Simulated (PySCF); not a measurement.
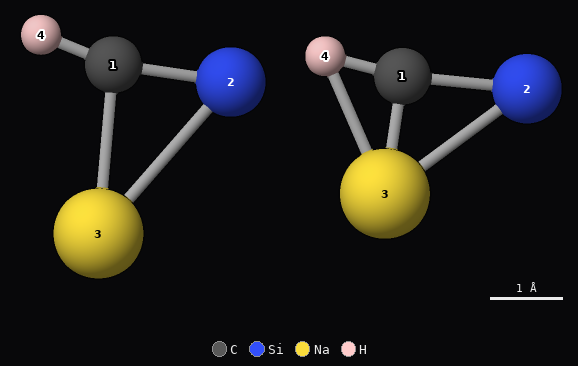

Two geometries of CHNaSi, drawn at one scale. One is the start of a relaxation, the other its converged end. A ball-and-stick model, seen face on.

All numbers below come from PySCF 2.14.0, RKS PBE-D4/def2-SVP, density fitting. 

**Which of the two is the end point?**

The left one is the relaxed one. It is one of the separated reactants of a reaction. Na3 moves most after the best rigid fit: 0.56 Å. Largest moves by element: Na 0.56 Å, H 0.31 Å, C 0.16 Å, Si 0.14 Å. Among the contacts that change: Na3–H4 2.107 → 2.907 Å, C1–Na3 1.677 → 2.392 Å, Si2–Na3 2.510 → 2.855 Å, C1–Si2 1.772 → 1.679 Å. Among the angles between lasting bonds that change: C1–Si2–Na3 41.8° → 56.8°, Na3–C1–H4 95.4° → 106.7°, C1–Na3–Si2 44.8° → 36.0°. After 11 geometry steps the energy has fallen by 59.5 kcal/mol. The run took 35 s on 2 threads of Arm Neoverse V1, on a shared host.
